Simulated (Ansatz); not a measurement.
System (SMILES): [O-][O+]=O.
Geometry (B3LYP-D3(BJ)/def2-TZVP, fixed):
```
O
O 1 1.2535
O 1 1.2535 2 118.30
```

Basis-set convergence of the dipole moment at PBE with Ansatz (a first-principles code). Dipoles come from the density behind the forces; the sign is taken along the dipole that this method gives in the largest set. All functions are spherical. The program fits the integrals of some runs and decomposes those of others, by size. No added dispersion term, no relativity. Reference: the value in aug-pcseg-3, 0.639 D. Deviations are taken from unrounded values.

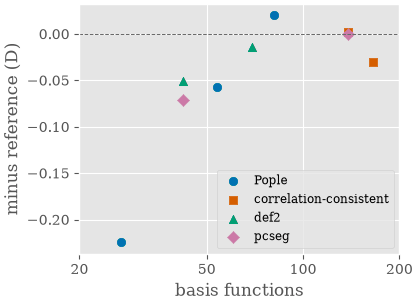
Deviation from the reference against the number of basis functions, by family of sets.

```json
[
 {"basis": "3-21G", "functions": "27", "dipole moment (D)": "0.414", "minus reference (D)": "-0.225"},
 {"basis": "def2-SVP", "functions": "42", "dipole moment (D)": "0.588", "minus reference (D)": "-0.051"},
 {"basis": "pcseg-1", "functions": "42", "dipole moment (D)": "0.567", "minus reference (D)": "-0.072"},
 {"basis": "6-311G**", "functions": "54", "dipole moment (D)": "0.581", "minus reference (D)": "-0.058"},
 {"basis": "def2-SVPD", "functions": "69", "dipole moment (D)": "0.625", "minus reference (D)": "-0.014"},
 {"basis": "6-311++G(2d,2p)", "functions": "81", "dipole moment (D)": "0.659", "minus reference (D)": "0.020"},
 {"basis": "aug-cc-pVTZ", "functions": "138", "dipole moment (D)": "0.641", "minus reference (D)": "0.002"},
 {"basis": "aug-pcseg-2", "functions": "138", "dipole moment (D)": "0.638", "minus reference (D)": "0.000"},
 {"basis": "cc-pVQZ", "functions": "165", "dipole moment (D)": "0.609", "minus reference (D)": "-0.030"}
]
```
